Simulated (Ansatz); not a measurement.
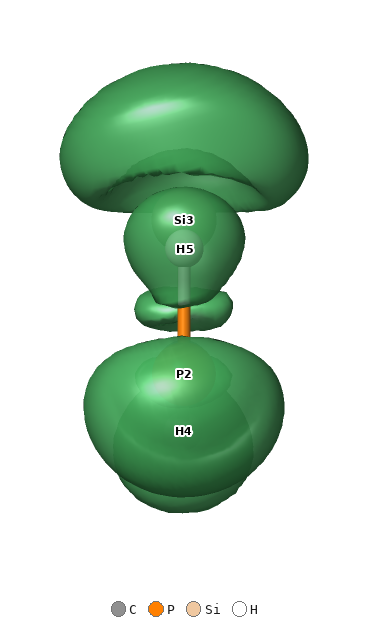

*CH$_{2}$PSi (charge +1). Isosurface of the electron localisation function at 0.85 (green), seen at an oblique angle. Core shells and regions of very low density are left out.*

Geometry: r2SCAN-D4/def2-SVP.

Theory: Ansatz, isolated molecule in a Gaussian basis; Kohn-Sham density functional theory, functional PBE0.

```tsv
atom	x (Å)	y (Å)	z (Å)
C	-0.7918	1.2563	-1.3778
P	0.7553	1.4568	-0.7626
Si	-0.8481	2.9983	-1.9379
H	-1.4294	0.3660	-1.3831
H	0.7626	2.9589	-1.2212
```

Describe the localisation domains.

Answer. The ELF exceeds this value in one region between bonded C–P atoms (shared pairs), one region between bonded C–Si atoms (shared pairs), two regions around hydrogen nuclei, one lobe on P, pointing away from the bonds (lone pairs) and one lobe on Si, pointing away from the bonds (lone pairs).

Values along the shortest contacts:
C–P (1.68 Å): the ELF peaks at about 0.90 between the atoms, as expected for localised, covalent bonding. C–Si (1.83 Å): the ELF peaks at about 0.95 between the atoms (a shared electron pair).
